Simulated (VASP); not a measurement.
# Run report: GaHCNF, geometry relaxation (part 2 of 4)

GaHCNF (5 atoms in the cell); Kohn-Sham DFT of a periodic cell, PBE, VASP PAW PBE potentials, recommended, no spin polarisation (VASP 6.6.1); cutoff 520 eV, 1×1×1 k-mesh, Gaussian smearing of 0.01 eV. The run did not end well. It belongs to a series of runs on one base structure; here: atoms moved at random by about 0.02 A. The run did not end well; see the last part.

Geometry of the input (Å; fractional positions):
```
12.0000  0.0000  0.0000
0.0000  13.0000  0.0000
0.0000  0.0000  12.0000
N  0.6241  0.3618  0.6035
C  0.5767  0.4224  0.5500
Ga 0.5007  0.5296  0.4649
F  0.3788  0.4848  0.4028
H  0.5370  0.6426  0.4515
```

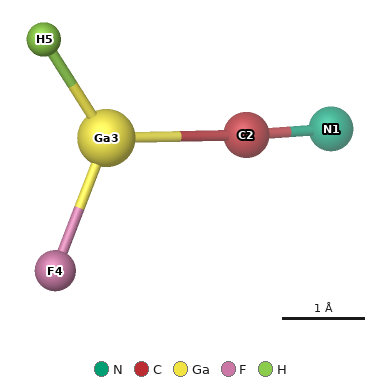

*The input geometry (ball-and-stick view of the molecule without its box, seen at a tilt; atoms are numbered from 1 in the order of the input).*

**OSZICAR, continued**
```
DAV:   4    -0.267464669097E+02   -0.94760E-06   -0.25687E-06    30   0.154E-02
  19 F= -.26746467E+02 E0= -.26746467E+02  d E =-.104462E-03
       N       E                     dE             d eps       ncg     rms          rms(c)
DAV:   1    -0.267463843583E+02    0.81604E-04   -0.42661E-02    38   0.173E+00    0.356E-02
DAV:   2    -0.267464790364E+02   -0.94678E-04   -0.11007E-03    44   0.297E-01    0.243E-02
DAV:   3    -0.267464764577E+02    0.25787E-05   -0.41648E-05    46   0.579E-02    0.164E-02
DAV:   4    -0.267464769641E+02   -0.50639E-06   -0.10397E-05    38   0.305E-02    0.428E-03
DAV:   5    -0.267464778075E+02   -0.84339E-06   -0.30062E-06    44   0.161E-02
  20 F= -.26746478E+02 E0= -.26746478E+02  d E =-.115360E-03
       N       E                     dE             d eps       ncg     rms          rms(c)
DAV:   1    -0.267464721133E+02    0.48507E-05   -0.65648E-03    38   0.677E-01    0.138E-02
DAV:   2    -0.267464877282E+02   -0.15615E-04   -0.16909E-04    38   0.117E-01    0.963E-03
DAV:   3    -0.267464886297E+02   -0.90146E-06   -0.65293E-06    46   0.227E-02
  21 F= -.26746489E+02 E0= -.26746489E+02  d E =-.126182E-03
       N       E                     dE             d eps       ncg     rms          rms(c)
DAV:   1    -0.267465051070E+02   -0.17379E-04   -0.97707E-04    38   0.262E-01    0.666E-03
DAV:   2    -0.267465073152E+02   -0.22083E-05   -0.29000E-05    54   0.467E-02    0.463E-03
DAV:   3    -0.267465073397E+02   -0.24435E-07   -0.11212E-06    36   0.964E-03
  22 F= -.26746507E+02 E0= -.26746507E+02  d E =-.187100E-04
       N       E                     dE             d eps       ncg     rms          rms(c)
DAV:   1    -0.267465126785E+02   -0.53633E-05   -0.97156E-04    38   0.262E-01    0.756E-03
DAV:   2    -0.267465135743E+02   -0.89581E-06   -0.25816E-05    60   0.453E-02    0.519E-03
DAV:   3    -0.267465134469E+02    0.12742E-06   -0.12818E-06    30   0.101E-02
  23 F= -.26746513E+02 E0= -.26746513E+02  d E =-.248172E-04
       N       E                     dE             d eps       ncg     rms          rms(c)
DAV:   1    -0.267465199517E+02   -0.63774E-05   -0.15926E-04    44   0.107E-01    0.217E-03
DAV:   2    -0.267465203332E+02   -0.38157E-06   -0.43192E-06    38   0.195E-02
  24 F= -.26746520E+02 E0= -.26746520E+02  d E =-.688634E-05
       N       E                     dE             d eps       ncg     rms          rms(c)
DAV:   1    -0.267465338743E+02   -0.13923E-04   -0.14378E-03    41   0.321E-01    0.599E-03
DAV:   2    -0.267465369996E+02   -0.31253E-05   -0.40034E-05    54   0.570E-02    0.465E-03
DAV:   3    -0.267465367366E+02    0.26297E-06   -0.46254E-07    28   0.773E-03
  25 F= -.26746537E+02 E0= -.26746537E+02  d E =-.232897E-04
       N       E                     dE             d eps       ncg     rms          rms(c)
DAV:   1    -0.267465445768E+02   -0.75772E-05   -0.56882E-03    41   0.639E-01    0.110E-02
DAV:   2    -0.267465576041E+02   -0.13027E-04   -0.15781E-04    54   0.113E-01    0.829E-03
DAV:   3    -0.267465565829E+02    0.10212E-05   -0.23752E-06    41   0.147E-02    0.538E-03
DAV:   4    -0.267465561031E+02    0.47979E-06   -0.12887E-06    30   0.111E-02
  26 F= -.26746556E+02 E0= -.26746556E+02  d E =-.426562E-04
       N       E                     dE             d eps       ncg     rms          rms(c)
DAV:   1    -0.267464946785E+02    0.61904E-04   -0.22863E-02    41   0.128E+00    0.221E-02
DAV:   2    -0.267465498650E+02   -0.55187E-04   -0.64403E-04    54   0.229E-01    0.168E-02
DAV:   3    -0.267465460937E+02    0.37713E-05   -0.10028E-05    60   0.295E-02    0.109E-02
DAV:   4    -0.267465437775E+02    0.23162E-05   -0.49438E-06    38   0.217E-02    0.184E-03
DAV:   5    -0.267465441439E+02   -0.36640E-06   -0.11174E-06    28   0.105E-02
  27 F= -.26746544E+02 E0= -.26746544E+02  d E =-.306970E-04
       N       E                     dE             d eps       ncg     rms          rms(c)
DAV:   1    -0.267465361743E+02    0.76032E-05   -0.83195E-03    41   0.773E-01    0.134E-02
DAV:   2    -0.267465592634E+02   -0.23089E-04   -0.23399E-04    54   0.138E-01    0.104E-02
DAV:   3    -0.267465601297E+02   -0.86623E-06   -0.36008E-06    46   0.178E-02
  28 F= -.26746560E+02 E0= -.26746560E+02  d E =-.466828E-04
       N       E                     dE             d eps       ncg     rms          rms(c)
DAV:   1    -0.267465732774E+02   -0.14014E-04   -0.14725E-03    38   0.318E-01    0.649E-03
DAV:   2    -0.267465773515E+02   -0.40742E-05   -0.43056E-05    44   0.572E-02    0.455E-03
DAV:   3    -0.267465776294E+02   -0.27790E-06   -0.13931E-06    38   0.115E-02
  29 F= -.26746578E+02 E0= -.26746578E+02  d E =-.174998E-04
       N       E                     dE             d eps       ncg     rms          rms(c)
DAV:   1    -0.267465767963E+02    0.55523E-06   -0.12824E-02    38   0.941E-01    0.205E-02
DAV:   2    -0.267466025801E+02   -0.25784E-04   -0.33348E-04    38   0.160E-01    0.137E-02
DAV:   3    -0.267466023987E+02    0.18141E-06   -0.12345E-05    46   0.321E-02    0.915E-03
DAV:   4    -0.267466041049E+02   -0.17062E-05   -0.40009E-06    30   0.192E-02    0.202E-03
DAV:   5    -0.267466042620E+02   -0.15711E-06   -0.93674E-07    28   0.102E-02
  30 F= -.26746604E+02 E0= -.26746604E+02  d E =-.441324E-04
       N       E                     dE             d eps       ncg     rms          rms(c)
DAV:   1    -0.267464748731E+02    0.12923E-03   -0.51638E-02    38   0.189E+00    0.409E-02
DAV:   2    -0.267465858510E+02   -0.11098E-03   -0.13724E-03    44   0.324E-01    0.276E-02
DAV:   3    -0.267465839314E+02    0.19197E-05   -0.49893E-05    46   0.646E-02    0.187E-02
DAV:   4    -0.267465858960E+02   -0.19647E-05   -0.17315E-05    38   0.392E-02    0.396E-03
DAV:   5    -0.267465863963E+02   -0.50030E-06   -0.40672E-06    38   0.194E-02
  31 F= -.26746586E+02 E0= -.26746586E+02  d E =-.262667E-04
       N       E                     dE             d eps       ncg     rms          rms(c)
DAV:   1    -0.267465540362E+02    0.31860E-04   -0.24046E-02    38   0.129E+00    0.280E-02
DAV:   2    -0.267466058401E+02   -0.51804E-04   -0.63577E-04    38   0.221E-01    0.189E-02
DAV:   3    -0.267466060467E+02   -0.20661E-06   -0.23663E-05    46   0.443E-02    0.127E-02
DAV:   4    -0.267466094485E+02   -0.34018E-05   -0.83597E-06    38   0.269E-02    0.290E-03
DAV:   5    -0.267466099316E+02   -0.48307E-06   -0.18655E-06    36   0.132E-02
  32 F= -.26746610E+02 E0= -.26746610E+02  d E =-.498019E-04
       N       E                     dE             d eps       ncg     rms          rms(c)
DAV:   1    -0.267466143612E+02   -0.49127E-05   -0.15366E-04    38   0.102E-01    0.225E-03
DAV:   2    -0.267466148207E+02   -0.45951E-06   -0.39304E-06    38   0.175E-02
  33 F= -.26746615E+02 E0= -.26746615E+02  d E =-.488916E-05
       N       E                     dE             d eps       ncg     rms          rms(c)
DAV:   1    -0.267466242371E+02   -0.98758E-05   -0.14023E-03    38   0.308E-01    0.708E-03
DAV:   2    -0.267466270523E+02   -0.28152E-05   -0.37053E-05    44   0.529E-02    0.502E-03
DAV:   3    -0.267466270648E+02   -0.12582E-07   -0.11638E-06    30   0.109E-02
  34 F= -.26746627E+02 E0= -.26746627E+02  d E =-.171333E-04
       N       E                     dE             d eps       ncg     rms          rms(c)
DAV:   1    -0.267466357719E+02   -0.87196E-05   -0.55628E-03    38   0.614E-01    0.133E-02
DAV:   2    -0.267466471613E+02   -0.11389E-04   -0.14331E-04    44   0.104E-01    0.894E-03
DAV:   3    -0.267466469943E+02    0.16699E-06   -0.50706E-06    54   0.210E-02
  35 F= -.26746647E+02 E0= -.26746647E+02  d E =-.370627E-04
       N       E                     dE             d eps       ncg     rms          rms(c)
DAV:   1    -0.267466215543E+02    0.25607E-04   -0.22228E-02    38   0.123E+00    0.268E-02
DAV:   2    -0.267466693856E+02   -0.47831E-04   -0.57750E-04    44   0.208E-01    0.179E-02
DAV:   3    -0.267466683566E+02    0.10290E-05   -0.19986E-05    54   0.417E-02    0.122E-02
DAV:   4    -0.267466700126E+02   -0.16560E-05   -0.71760E-06    38   0.259E-02    0.234E-03
DAV:   5    -0.267466702996E+02   -0.28703E-06   -0.16236E-06    30   0.115E-02
  36 F= -.26746670E+02 E0= -.26746670E+02  d E =-.603681E-04
       N       E                     dE             d eps       ncg     rms          rms(c)
DAV:   1    -0.267464422240E+02    0.22779E-03   -0.89730E-02    38   0.247E+00    0.528E-02
DAV:   2    -0.267466493405E+02   -0.20712E-03   -0.23872E-03    44   0.421E-01    0.362E-02
DAV:   3    -0.267466443372E+02    0.50033E-05   -0.80307E-05    54   0.836E-02    0.248E-02
DAV:   4    -0.267466458226E+02   -0.14854E-05   -0.29649E-05    38   0.522E-02    0.440E-03
DAV:   5    -0.267466469864E+02   -0.11637E-05   -0.70236E-06    38   0.233E-02    0.302E-03
DAV:   6    -0.267466479927E+02   -0.10063E-05   -0.11845E-06    30   0.978E-03    0.145E-03
DAV:   7    -0.267466484895E+02   -0.49684E-06   -0.22266E-07    28   0.552E-03
  37 F= -.26746648E+02 E0= -.26746648E+02  d E =-.385580E-04
       N       E                     dE             d eps       ncg     rms          rms(c)
DAV:   1    -0.267465639600E+02    0.84033E-04   -0.46111E-02    38   0.177E+00    0.383E-02
DAV:   2    -0.267466709541E+02   -0.10699E-03   -0.12333E-03    44   0.304E-01    0.260E-02
DAV:   3    -0.267466701923E+02    0.76188E-06   -0.42641E-05    54   0.613E-02    0.179E-02
DAV:   4    -0.267466755198E+02   -0.53275E-05   -0.15640E-05    38   0.380E-02    0.336E-03
DAV:   5    -0.267466763664E+02   -0.84656E-06   -0.36637E-06    44   0.169E-02
  38 F= -.26746676E+02 E0= -.26746676E+02  d E =-.664348E-04
       N       E                     dE             d eps       ncg     rms          rms(c)
DAV:   1    -0.267466795130E+02   -0.39932E-05   -0.43422E-05    38   0.555E-02    0.132E-03
DAV:   2    -0.267466797200E+02   -0.20698E-06   -0.91321E-07    28   0.962E-03
  39 F= -.26746680E+02 E0= -.26746680E+02  d E =-.335363E-05
       N       E                     dE             d eps       ncg     rms          rms(c)
DAV:   1    -0.267466862942E+02   -0.67812E-05   -0.39654E-04    38   0.167E-01    0.366E-03
DAV:   2    -0.267466869986E+02   -0.70446E-06   -0.97283E-06    38   0.281E-02
  40 F= -.26746687E+02 E0= -.26746687E+02  d E =-.106323E-04
```

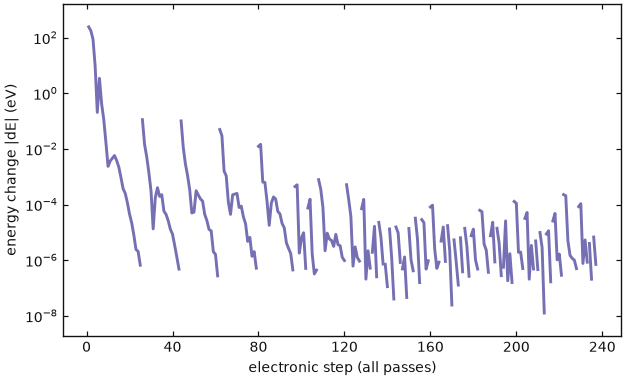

*Convergence of the self-consistent field: energy change |dE| against the electronic step. Each stretch between dotted lines is the SCF of one geometry step of a relaxation.*

The 40 ionic steps take 2 to 25 electronic steps each. The density is held fixed in the first few steps, and dE rises again when its update begins.

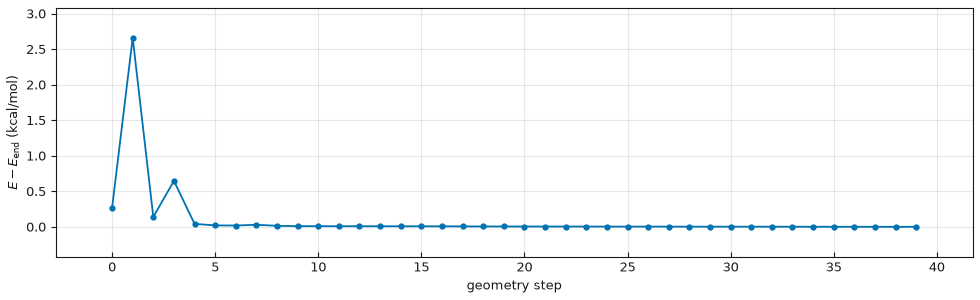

*Progress of the relaxation, step by step (steps are counted from 0).*

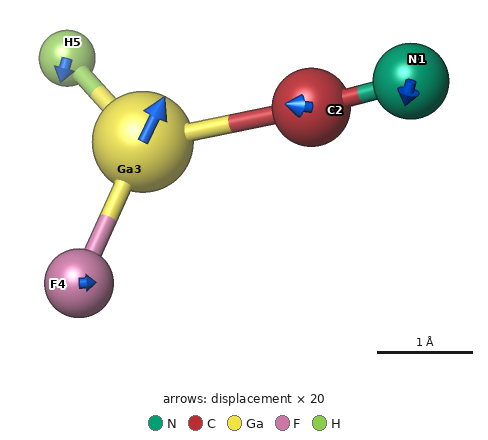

*The starting structure with the displacements as blue arrows, magnified 20 times (ball-and-stick view of the molecule without its box, seen at a tilt). The two geometries are laid on each other by the best rigid fit.*

The relaxation stopped without meeting its thresholds, so the last structure isn't shown to be converged. Over 39 geometry steps the energy falls by 0.26 kcal/mol. Largest force component: 0.61 eV/Å at the start, 0.013 eV/Å at the end. The atom that moves furthest after the best rigid fit is Ga3 (0.027 Å). By element the largest moves are Ga 0.027 Å, C 0.016 Å, N 0.015 Å, H 0.014 Å, F 0.009 Å. Among the contacts that change: C2–Ga3 1.954 → 1.927 Å, Ga3–F4 1.742 → 1.763 Å, Ga3–H5 1.540 → 1.529 Å. Among the angles that change: C2–Ga3–H5 127.1° → 129.1°. (Atoms are counted from 1 in the order of the input.)

**Parts of OUTCAR**
```
PREC = Accurate
   ENCUT = 520
   EDIFF = 1E-6
   ISMEAR = 0
   LREAL = False
   LASPH = True
   NELM = 80
   ISIF = 2
   GGA = PE
   IBRION = 2
   NSW = 40
   EDIFFG = -0.005

 ion  position               nearest neighbor table
   1  0.624  0.362  0.604-   2 1.17
   2  0.577  0.422  0.550-   1 1.17   3 1.95
   3  0.501  0.530  0.465-   5 1.54   4 1.74   2 1.95
   4  0.379  0.485  0.403-   3 1.74
   5  0.537  0.643  0.451-   3 1.54

  LATTYP: Found a simple tetragonal cell.
 ALAT       =    12.0000000000
 C/A-ratio  =     1.0833333333

  Lattice vectors:

 A1 = ( -12.0000000000,   0.0000000000,   0.0000000000)
 A2 = (   0.0000000000,   0.0000000000,  12.0000000000)
 A3 = (   0.0000000000,  13.0000000000,   0.0000000000)

Analysis of symmetry for initial positions (statically):
=====================================================================
 Subroutine PRICEL returns:
 Original cell was already a primitive cell.

 Routine SETGRP: Setting up the symmetry group for a
 simple tetragonal supercell.

 Subroutine GETGRP returns: Found  1 space group operations
 (whereof  1 operations were pure point group operations)
 out of a pool of 16 trial point group operations.

The static configuration has the point symmetry C_1 .

Analysis of symmetry for dynamics (positions and initial velocities):
=====================================================================
 Subroutine PRICEL returns:
 Original cell was already a primitive cell.

 Routine SETGRP: Setting up the symmetry group for a
 simple tetragonal supercell.

 Subroutine GETGRP returns: Found  1 space group operations
 (whereof  1 operations were pure point group operations)
 out of a pool of 16 trial point group operations.

The dynamic configuration has the point symmetry C_1 .

 Subroutine INISYM returns: Found  1 space group operations
 (whereof  1 operations are pure point group operations),
 and found     1 'primitive' translations

----------------------------------------------------------------------------------------

                                     Primitive cell

  volume of cell :    1872.0000

  direct lattice vectors                    reciprocal lattice vectors
    12.000000000  0.000000000  0.000000000     0.083333333  0.000000000  0.000000000
     0.000000000 13.000000000  0.000000000     0.000000000  0.076923077  0.000000000
     0.000000000  0.000000000 12.000000000     0.000000000  0.000000000  0.083333333

  length of vectors
    12.000000000 13.000000000 12.000000000     0.083333333  0.076923077  0.083333333

  position of ions in fractional coordinates (direct lattice)
     0.624134000  0.361772000  0.603548000
     0.576694000  0.422436000  0.549974000
     0.500727000  0.529629000  0.464852000
     0.378754000  0.484844000  0.402777000
     0.537040000  0.642581000  0.451476000

  ion indices of the primitive-cell ions
   primitive index   ion index
                 1           1
                 2           2
                 3           3
                 4           4
                 5           5

----------------------------------------------------------------------------------------

 KPOINTS: Automatic mesh

Automatic generation of k-mesh.
 Grid dimensions read from file:
 generate k-points for:    1    1    1

 Generating k-lattice:

  Cartesian coordinates                     Fractional coordinates (reciprocal lattice)
     0.083333333  0.000000000  0.000000000     1.000000000  0.000000000  0.000000000
     0.000000000  0.076923077  0.000000000     0.000000000  1.000000000  0.000000000
     0.000000000  0.000000000  0.083333333     0.000000000  0.000000000  1.000000000

  Length of vectors
     0.083333333  0.076923077  0.083333333

  Shift w.r.t. Gamma in fractional coordinates (k-lattice)
     0.000000000  0.000000000  0.000000000

 Subroutine IBZKPT returns following result:
 ===========================================

 Found      1 irreducible k-points:

 Following reciprocal coordinates:
            Coordinates               Weight
  0.000000  0.000000  0.000000      1.000000
   k-points           NKPTS =      1   k-points in BZ     NKDIM =      1   number of bands    NBANDS=     19
   number of dos      NEDOS =    301   number of ions     NIONS =      5
   total plane-waves  NPLWV = 793800
   dimension x,y,z NGX =    90 NGY =   98 NGZ =   90
   dimension x,y,z NGXF=   180 NGYF=  196 NGZF=  180
   ions per type =               1   1   1   1   1
   NGX,Y,Z   is equivalent  to a cutoff of  12.47, 12.53, 12.47 a.u.
   NGXF,Y,Z  is equivalent  to a cutoff of  24.94, 25.06, 24.94 a.u.
 SYSTEM =  unknown system
   PREC   = accura    normal or accurate (medium, high low for compatibility)
   ISTART =      0    job   : 0-new  1-cont  2-samecut
   ICHARG =      2    charge: 1-file 2-atom 10-const
   ISPIN  =      1    spin polarized calculation?
   LNONCOLLINEAR =      F non collinear calculations
   LSORBIT =      F    spin-orbit coupling
   LASPH  =      T    aspherical Exc in radial PAW
   ENCUT  =  520.0 eV  38.22 Ry    6.18 a.u.  22.31 24.17 22.31*2*pi/ulx,y,z
   NELM   =     80;   NELMIN=  2; NELMDL= -5     # of ELM steps
   EDIFF  = 0.1E-05   stopping-criterion for ELM
   LREAL  =      F    real-space projection
   EDIFFG = -.5E-02   stopping-criterion for IOM
   NSW    =     40    number of steps for IOM
   IBRION =      2    ionic relax: 0-MD 1-quasi-New 2-CG
   NFREE  =      1    steps in history (QN), initial steepest desc. (CG)
   ISIF   =      2    stress and relaxation
   ISYM   =      2    0-nonsym 1-usesym 2-fastsym
   POTIM  = 0.5000    time-step for ionic-motion
   TEBEG  =    0.0;   TEEND  =   0.0 temperature during run
   PSTRESS=    0.0 pullay stress
   NELECT =      30.0000    total number of electrons
   NUPDOWN=      -1.0000    fix difference up-down
   EMIN   =  10.00;   EMAX   =-10.00  energy-range for DOS
   EFERMI =   0.00;   METHOD = LEGACY
   ISMEAR =     0;   SIGMA  =   0.01  broadening in eV -4-tet -1-fermi 0-gaus
   EFERMI_NEDOS =   21; number of points for ismear=-14 and -15
   IALGO  =     38    algorithm
   IMIX   =      4    mixing-type and parameters
     AMIX     =   0.40;   BMIX     =  1.00
     AMIX_MAG =   1.60;   BMIX_MAG =  1.00
  volume/ion in A,a.u.               =     374.40      2526.58
  Fermi-wavevector in a.u.,A,eV,Ry     =   0.412743  0.779972  2.317847  0.170357
  Thomas-Fermi vector in A             =   1.369916
   LORBIT       =      0    0 simple, 1 ext, 2 COOP (PROOUT), +10 PAW based schemes
   GGA     = PE    functional components
   LHFCALC =     F    Hartree Fock is set to
   AEXX    =    0.0000 exact exchange contribution
   IVDW    =     0    specifies the selected vdW correction
   LEPSILON=     F    determine dielectric tensor
   LRPA    =     F    only Hartree local field effects (RPA)
 conjugate gradient relaxation of ions
 non-spin polarized calculation
 Gauss-broadening in eV      SIGMA  =   0.01
  energy-cutoff  :      520.00
  volume of cell :     1872.00
 maximum number of plane-waves:     25235
```
